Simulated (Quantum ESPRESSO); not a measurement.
# KMgF3 (Pm-3m): modes at Γ and the response to a field, part 2 of 3

Which modes does KMgF3 (Pm-3m) have at the zone centre?

Quantum ESPRESSO 7.5; DFT LDA, scalar-relativistic, plane waves, PseudoDojo norm-conserving pseudopotentials.

So far. Step 2 (A first look): A gap of 7.0 eV opens on this mesh, so the crystal is taken as an insulator; the start stands at -4.6 GPa. Step 4 (Self-consistent run for the response): The cell stands at -0.011 GPa, close enough for phonons. The relaxed cell has a = 3.907 Å (conventional setting).

## Step 5: Zone-centre response

At q = 0 one unit cell holds all displacements; symmetry groups them into irreducible representations that are solved one by one. The response to a field gives ε∞ and the Born charges, which polar modes need.

Input file ph.in:

```
phonons
 &inputph
    prefix='x',
    outdir='./tmp',
    fildyn='g.dyn',
    tr2_ph=1.0d-18,
    epsil=.true.,
 /
0.000000000000 0.000000000000 0.000000000000
```

The run is started by

```console
> OMP_NUM_THREADS=1 mpirun -n 4 ph.x -nk 4 -in ph.in > ph.out
```

The program printed:

```text
[banners, grids, parts of the stress and lines that vanish by symmetry left out]
[banner, memory and clock lines left out]
Program PHONON v.7.5

     ./tmp/x.save/

     IMPORTANT: XC functional enforced from input :
     Exchange-correlation= PW
                           (   1   4   0   0   0   0   0)
     Any further DFT definition will be discarded
     Please, verify this is what you really want

     G-vector sticks info

     Reading collected, re-writing distributed wavefunctions in ./tmp/

     Number and degeneracy of irreps per q-point
       N         xq(1)         xq(2)         xq(3)   N irreps
       1   0.000000000   0.000000000   0.000000000       5
        3   3   3   3   3

     Calculation of q =    0.0000000   0.0000000   0.0000000

     phonons

     bravais-lattice index     =            1
     lattice parameter (alat)  =       7.3831  a.u.
     unit-cell volume          =     402.4473 (a.u.)^3
     number of atoms/cell      =            5
     number of atomic types    =            3
     kinetic-energy cut-off    =      92.0000  Ry
     charge density cut-off    =     368.0000  Ry
     convergence threshold     =      1.0E-18
     beta                      =       0.7000
     number of iterations used =            4
     Exchange-correlation= PW
                           (   1   4   0   0   0   0   0)

     celldm(1)=    7.38306  celldm(2)=    0.00000  celldm(3)=    0.00000
     celldm(4)=    0.00000  celldm(5)=    0.00000  celldm(6)=    0.00000

     crystal axes: (cart. coord. in units of alat)
               a(1) = (  1.0000  0.0000  0.0000 )
               a(2) = (  0.0000  1.0000  0.0000 )
               a(3) = (  0.0000  0.0000  1.0000 )

     reciprocal axes: (cart. coord. in units 2 pi/alat)
               b(1) = (  1.0000  0.0000  0.0000 )
               b(2) = (  0.0000  1.0000  0.0000 )
               b(3) = (  0.0000  0.0000  1.0000 )

     Atoms inside the unit cell:

     Cartesian axes

     site n.  atom      mass           positions (alat units)
        1  K      39.0983   tau(    1) = (    0.50000    0.50000    0.50000  )
        2  Mg     24.3050   tau(    2) = (    0.00000    0.00000    0.00000  )
        3  F      18.9984   tau(    3) = (    0.50000    0.00000    0.00000  )
        4  F      18.9984   tau(    4) = (    0.00000    0.50000    0.00000  )
        5  F      18.9984   tau(    5) = (    0.00000    0.00000    0.50000  )

     Computing dynamical matrix for
                    q = (   0.0000000   0.0000000   0.0000000 )

     49 Sym.Ops. (with q -> -q+G )

     G cutoff =  508.1135  (  47937 G-vectors)     FFT grid: ( 45, 45, 45)
     number of k points=    35
                       cart. coord. in units 2pi/alat
        k(    1) = (   0.0000000   0.0000000   0.0000000), wk =   0.0039062
        k(    2) = (   0.0000000   0.0000000   0.1250000), wk =   0.0234375
        k(    3) = (   0.0000000   0.0000000   0.2500000), wk =   0.0234375
        [... further k-points left out ...]

     PseudoPot. # 1 for K  read from file:
     ./pseudo/K.upf
     Pseudo is Norm-conserving + core correction, Zval =  9.0

     PseudoPot. # 2 for Mg read from file:
     ./pseudo/Mg.upf
     Pseudo is Norm-conserving, Zval = 10.0

     PseudoPot. # 3 for F  read from file:
     ./pseudo/F.upf
     Pseudo is Norm-conserving + core correction, Zval =  7.0

     Mode symmetry, O_h (m-3m)  point group:

     Electric field:
     Dielectric constant
     Born effective charges as d Force / d E

     Atomic displacements:
     There are    5 irreducible representations

     Representation     1      3 modes -  To be done

     Representation     2      3 modes -  To be done

     Representation     3      3 modes -  To be done

     Representation     4      3 modes -  To be done

     Representation     5      3 modes -  To be done

     Alpha used in Ewald sum =   2.8000

     Electric Fields Calculation

      iter #   1   av.it.:   6.8
      thresh= 1.000E-02 alpha_mix =  0.700 |ddv_scf|^2 =  1.689E-08

      [... iterations left out ...]
      iter #   8   av.it.:  13.1
      thresh= 3.150E-10 alpha_mix =  0.700 |ddv_scf|^2 =  6.667E-19

     End of electric fields calculation

          Dielectric constant in cartesian axis

          (       2.157868877       0.000000000       0.000000000 )
          (       0.000000000       2.157868877       0.000000000 )
          (       0.000000000       0.000000000       2.157868877 )

          Effective charges (d Force / dE) in cartesian axis without acoustic sum rule applied (asr)

           atom    1  K     Mean Z*:        1.19490
      Ex  (        1.19490        0.00000        0.00000 )
      Ey  (        0.00000        1.19490        0.00000 )
      Ez  (        0.00000        0.00000        1.19490 )
           atom    2  Mg    Mean Z*:        1.98931
      Ex  (        1.98931        0.00000        0.00000 )
      Ey  (        0.00000        1.98931        0.00000 )
      Ez  (        0.00000        0.00000        1.98931 )
           atom    3  F     Mean Z*:       -1.06138
      Ex  (       -1.25161        0.00000        0.00000 )
      Ey  (        0.00000       -0.96627        0.00000 )
      Ez  (        0.00000        0.00000       -0.96627 )
           atom    4  F     Mean Z*:       -1.06138
      Ex  (       -0.96627        0.00000        0.00000 )
      Ey  (        0.00000       -1.25161        0.00000 )
      Ez  (        0.00000        0.00000       -0.96627 )
           atom    5  F     Mean Z*:       -1.06138
      Ex  (       -0.96627        0.00000        0.00000 )
      Ey  (        0.00000       -0.96627        0.00000 )
      Ez  (        0.00000        0.00000       -1.25161 )

          Effective charges Sum: Mean:        0.00007
              0.00007        0.00000        0.00000
              0.00000        0.00007        0.00000
              0.00000        0.00000        0.00007

          Effective charges (d Force / dE) in cartesian axis with asr applied:
           atom    1  K     Mean Z*:        1.19489
      E*x (        1.19489        0.00000        0.00000 )
      E*y (        0.00000        1.19489        0.00000 )
      E*z (        0.00000        0.00000        1.19489 )
           atom    2  Mg    Mean Z*:        1.98930
      E*x (        1.98930        0.00000        0.00000 )
      E*y (        0.00000        1.98930        0.00000 )
      E*z (        0.00000        0.00000        1.98930 )
           atom    3  F     Mean Z*:       -1.06140
      E*x (       -1.25163        0.00000        0.00000 )
      E*y (        0.00000       -0.96628        0.00000 )
      E*z (        0.00000        0.00000       -0.96628 )
           atom    4  F     Mean Z*:       -1.06140
      E*x (       -0.96628        0.00000        0.00000 )
      E*y (        0.00000       -1.25163        0.00000 )
      E*z (        0.00000        0.00000       -0.96628 )
           atom    5  F     Mean Z*:       -1.06140
      E*x (       -0.96628        0.00000        0.00000 )
      E*y (        0.00000       -0.96628        0.00000 )
      E*z (        0.00000        0.00000       -1.25163 )

     Representation #   1 modes #   1   2   3

     Self-consistent Calculation

      iter #   1   av.it.:   7.2
      thresh= 1.000E-02 alpha_mix =  0.700 |ddv_scf|^2 =  7.338E-07

      [... iterations left out ...]
      iter #   9   av.it.:  12.7
      thresh= 1.108E-10 alpha_mix =  0.700 |ddv_scf|^2 =  1.832E-20

     End of self-consistent calculation

     Convergence has been achieved

     Representation #   2 modes #   4   5   6

     Self-consistent Calculation

      iter #   1   av.it.:   7.0
      thresh= 1.000E-02 alpha_mix =  0.700 |ddv_scf|^2 =  1.280E-06

      [... iterations left out ...]
      iter #   9   av.it.:  13.8
      thresh= 1.953E-10 alpha_mix =  0.700 |ddv_scf|^2 =  1.808E-20

     End of self-consistent calculation

     Convergence has been achieved

     Representation #   3 modes #   7   8   9

     Self-consistent Calculation

      iter #   1   av.it.:   6.4
      thresh= 1.000E-02 alpha_mix =  0.700 |ddv_scf|^2 =  5.850E-07

      [... iterations left out ...]
      iter #   8   av.it.:  13.8
      thresh= 3.145E-10 alpha_mix =  0.700 |ddv_scf|^2 =  7.732E-20

     End of self-consistent calculation

     Convergence has been achieved

     Representation #   4 modes #  10  11  12

     Self-consistent Calculation

      iter #   1   av.it.:   7.1
      thresh= 1.000E-02 alpha_mix =  0.700 |ddv_scf|^2 =  7.395E-07

      [... iterations left out ...]
      iter #   8   av.it.:  13.8
      thresh= 6.422E-10 alpha_mix =  0.700 |ddv_scf|^2 =  4.050E-19

     End of self-consistent calculation

     Convergence has been achieved

     Representation #   5 modes #  13  14  15

     Self-consistent Calculation

      iter #   1   av.it.:   6.9
      thresh= 1.000E-02 alpha_mix =  0.700 |ddv_scf|^2 =  3.624E-07

      [... iterations left out ...]
      iter #   7   av.it.:  13.3
      thresh= 1.652E-10 alpha_mix =  0.700 |ddv_scf|^2 =  3.456E-20

     End of self-consistent calculation

     Convergence has been achieved

     Number of q in the star =    1
     List of q in the star:
          1   0.000000000   0.000000000   0.000000000

          Dielectric constant in cartesian axis

          (       2.157868877       0.000000000       0.000000000 )
          (       0.000000000       2.157868877       0.000000000 )
          (       0.000000000       0.000000000       2.157868877 )

          Effective charges (d Force / dE) in cartesian axis without acoustic sum rule applied (asr)

           atom    1  K     Mean Z*:        1.19490
      Ex  (        1.19490        0.00000        0.00000 )
      Ey  (        0.00000        1.19490        0.00000 )
      Ez  (        0.00000        0.00000        1.19490 )
           atom    2  Mg    Mean Z*:        1.98931
      Ex  (        1.98931        0.00000        0.00000 )
      Ey  (        0.00000        1.98931        0.00000 )
      Ez  (        0.00000        0.00000        1.98931 )
           atom    3  F     Mean Z*:       -1.06138
      Ex  (       -1.25161        0.00000        0.00000 )
      Ey  (        0.00000       -0.96627        0.00000 )
      Ez  (        0.00000        0.00000       -0.96627 )
           atom    4  F     Mean Z*:       -1.06138
      Ex  (       -0.96627        0.00000        0.00000 )
      Ey  (        0.00000       -1.25161        0.00000 )
      Ez  (        0.00000        0.00000       -0.96627 )
           atom    5  F     Mean Z*:       -1.06138
      Ex  (       -0.96627        0.00000        0.00000 )
      Ey  (        0.00000       -0.96627        0.00000 )
      Ez  (        0.00000        0.00000       -1.25161 )

          Effective charges Sum: Mean:        0.00007
              0.00007        0.00000        0.00000
              0.00000        0.00007        0.00000
              0.00000        0.00000        0.00007

          Effective charges (d Force / dE) in cartesian axis with asr applied:
           atom    1  K     Mean Z*:        1.19489
      E*x (        1.19489        0.00000        0.00000 )
      E*y (        0.00000        1.19489        0.00000 )
      E*z (        0.00000        0.00000        1.19489 )
           atom    2  Mg    Mean Z*:        1.98930
      E*x (        1.98930        0.00000        0.00000 )
      E*y (        0.00000        1.98930        0.00000 )
      E*z (        0.00000        0.00000        1.98930 )
           atom    3  F     Mean Z*:       -1.06140
      E*x (       -1.25163        0.00000        0.00000 )
      E*y (        0.00000       -0.96628        0.00000 )
      E*z (        0.00000        0.00000       -0.96628 )
           atom    4  F     Mean Z*:       -1.06140
      E*x (       -0.96628        0.00000        0.00000 )
      E*y (        0.00000       -1.25163        0.00000 )
      E*z (        0.00000        0.00000       -0.96628 )
           atom    5  F     Mean Z*:       -1.06140
      E*x (       -0.96628        0.00000        0.00000 )
      E*y (        0.00000       -0.96628        0.00000 )
      E*z (        0.00000        0.00000       -1.25163 )

     Diagonalizing the dynamical matrix

     q = (    0.000000000   0.000000000   0.000000000 )

 **************************************************************************
     freq (    1) =       0.252376 [THz] =       8.418348 [cm-1]
     freq (    2) =       0.252376 [THz] =       8.418348 [cm-1]
     freq (    3) =       0.252376 [THz] =       8.418348 [cm-1]
     freq (    4) =       4.661787 [THz] =     155.500476 [cm-1]
     freq (    5) =       4.661787 [THz] =     155.500476 [cm-1]
     freq (    6) =       4.661787 [THz] =     155.500476 [cm-1]
     freq (    7) =       5.556640 [THz] =     185.349560 [cm-1]
     freq (    8) =       5.556640 [THz] =     185.349560 [cm-1]
     freq (    9) =       5.556640 [THz] =     185.349560 [cm-1]
     freq (   10) =       8.564679 [THz] =     285.686933 [cm-1]
     freq (   11) =       8.564679 [THz] =     285.686933 [cm-1]
     freq (   12) =       8.564679 [THz] =     285.686933 [cm-1]
     freq (   13) =      15.478375 [THz] =     516.303008 [cm-1]
     freq (   14) =      15.478375 [THz] =     516.303008 [cm-1]
     freq (   15) =      15.478375 [THz] =     516.303008 [cm-1]
 **************************************************************************

     Mode symmetry, O_h (m-3m)  point group:

     freq (   1-   3) =          8.4  [cm-1]   --> T_1u G_15  G_4- I
     freq (   4-   6) =        155.5  [cm-1]   --> T_1u G_15  G_4- I
     freq (   7-   9) =        185.3  [cm-1]   --> T_2u G_25  G_5-
     freq (  10-  12) =        285.7  [cm-1]   --> T_1u G_15  G_4- I
     freq (  13-  15) =        516.3  [cm-1]   --> T_1u G_15  G_4- I
```

It took 22 min on 4 MPI ranks of Intel Xeon at 2.70GHz, shared host; 87 min of CPU time.

This step gave:

```
miss of the charge sum rule                                       : 6.00e-5 e
largest acoustic frequency at the zone centre before the sum rule : 8.42 cm⁻¹
highest optical zone-centre mode (no LO-TO term)                  : 516.3 cm⁻¹
lowest optical zone-centre mode                                   : 155.5 cm⁻¹
mean high-frequency dielectric constant                           : 2.158
largest Born charge in size (third of the trace)                  : 1.989 e
```

Born charge (rows field, columns displacement), before the sum rule (e), principal values of the symmetric part by kind of site:

| atom | atoms with these values | low | middle | high | mean |
| --- | --- | --- | --- | --- | --- |
| K1 | 1 | 1.19 | 1.19 | 1.19 | 1.19 |
| Mg2 | 1 | 1.99 | 1.99 | 1.99 | 1.99 |
| F3 | 3 | -1.25 | -0.97 | -0.97 | -1.06 |

In full for Mg2:

```
1.99 0.00 0.00
0.00 1.99 0.00
0.00 0.00 1.99
```

High-frequency dielectric tensor:

```
2.16 0.00 0.00
0.00 2.16 0.00
0.00 0.00 2.16
```

The acoustic modes at Γ come out as far as 8.4 cm⁻¹ from zero, where they should vanish, a small numerical error; the Born charges miss their sum rule by 6.0e-5 e, which is good.

## Step 6: Modes with the sum rule

A rigid shift of the crystal must cost nothing, but grids and finite bases break this; the acoustic sum rule is imposed before the matrix is diagonalised again. With Born charges the intensities follow, and the static dielectric tensor.

Input file dynmat.in:

```
 &input
    fildyn='g.dyn',
    asr='simple',
    fileig='dynmat.eig',
    lperm=.true.,
 /
```

The run is started by

```console
> dynmat.x -in dynmat.in > dynmat.out
```

The program printed:

```text
[banner, memory and clock lines left out]
Program DYNMAT v.7.5

     Reading Dynamical Matrix from file g.dyn
     ...Force constants read
     ...epsilon and Z* read
     A direction for q was not specified:TO-LO splitting will be absent

     Polarizability (A^3 units)
     multiply by 0.721523 for Clausius-Mossotti correction
         5.494927    0.000000    0.000000
         0.000000    5.494927    0.000000
         0.000000    0.000000    5.494927

     IR activities are in (D/A)^2/amu units

# mode   [cm-1]    [THz]      IR
    1     -0.00   -0.0000    0.0000
    2      0.00    0.0000    0.0000
    3      0.00    0.0000    0.0000
    4    155.44    4.6600    1.8133
    5    155.44    4.6600    1.8133
    6    155.44    4.6600    1.8133
    7    185.38    5.5575    0.0000
    8    185.38    5.5575    0.0000
    9    185.38    5.5575    0.0000
   10    285.43    8.5570    2.8380
   11    285.43    8.5570    2.8380
   12    285.43    8.5570    2.8380
   13    516.18   15.4748    4.1177
   14    516.18   15.4748    4.1177
   15    516.18   15.4748    4.1177

Electronic dielectric permittivity tensor (relative, adimensional)
         2.157869    0.000000    0.000000
         0.000000    2.157869    0.000000
         0.000000    0.000000    2.157869

 ... with zone-center polar mode contributions
         6.640386   -0.000000   -0.000000
        -0.000000    6.640386   -0.000000
        -0.000000    0.000000    6.640386

[end of the log left out, with the tail of the file of modes that dynmat.x writes under the same name]
```

Wall time 0.75 s (1 thread).

This step gave:

- highest optical zone-centre mode (no LO-TO term): 516.2 cm⁻¹
- lowest optical zone-centre mode: 155.4 cm⁻¹
- mean static dielectric constant: 6.640

Unit eigenvectors of the mass-weighted matrix after the sum rule; no LO-TO term. Modes at Γ, with each element's share of the kinetic energy:

| mode | frequency (cm⁻¹) | symmetry | K % | Mg % | F % |
| --- | --- | --- | --- | --- | --- |
| 1 | 0.0 | acoustic | 32 | 20 | 47 |
| 2 | 0.0 | acoustic | 32 | 20 | 47 |
| 3 | 0.0 | acoustic | 32 | 20 | 47 |
| 4 | 155.4 | T1u | 67 | 5 | 28 |
| 5 | 155.4 | T1u | 67 | 5 | 28 |
| 6 | 155.4 | T1u | 67 | 5 | 28 |
| 7 | 185.4 | T2u | 0 | 0 | 100 |
| 8 | 185.4 | T2u | 0 | 0 | 100 |
| 9 | 185.4 | T2u | 0 | 0 | 100 |
| 10 | 285.4 | T1u | 1 | 41 | 58 |
| 11 | 285.4 | T1u | 1 | 41 | 58 |
| 12 | 285.4 | T1u | 1 | 41 | 58 |
| 13 | 516.2 | T1u | 0 | 33 | 67 |
| 14 | 516.2 | T1u | 0 | 33 | 67 |
| 15 | 516.2 | T1u | 0 | 33 | 67 |

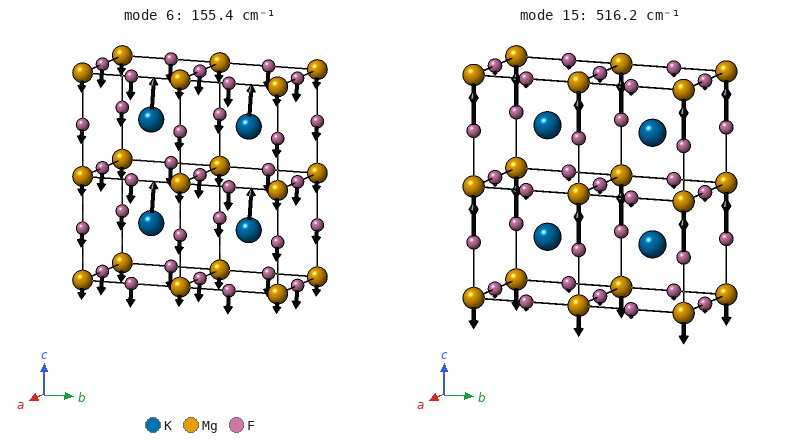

Displacement patterns of modes 6 and 15 at Γ; arrows are exaggerated. 1×2×2 cells are drawn. Some periodic images of atoms are drawn too.

Degenerate modes summed, no LO-TO term. Lines of the infrared spectrum (strongest = 100):

| position (cm⁻¹) | lines merged | label | IR intensity, relative |
| --- | --- | --- | --- |
| 155 | 3 | T1u | 44 |
| 185 | 3 | T2u | 0.0 |
| 285 | 3 | T1u | 69 |
| 516 | 3 | T1u | 100 |

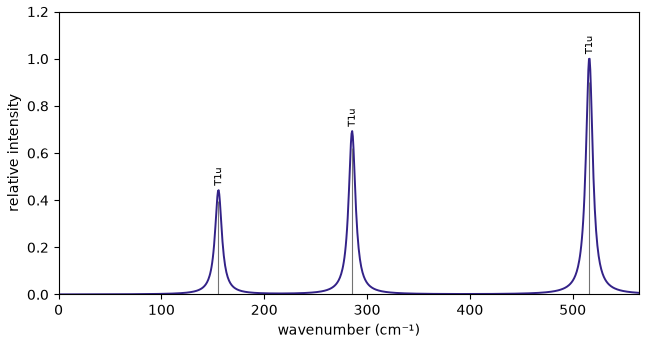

The infrared spectrum, broadened with Lorentzians of width 8 cm⁻¹; bars mark the lines.

Static dielectric tensor (ions relaxed, fixed cell):

```
6.64 0.00 0.00
0.00 6.64 0.00
0.00 0.00 6.64
```

The rule moves no optical mode by more than 0.3 cm⁻¹.

(Continued in part 3 of 3.)

[Host names and launcher messages were left out of these logs when they were recorded.]

[Logs are printed without paths, hosts, clocks, repeated set-up lines and the standing remarks that a program may print on its own settings, such as how far it seeks lower states.]

[Hosts, paths, dates, database ids (printed as entryN), source tags and the programs' standing remarks are cut or masked in the printed files.]
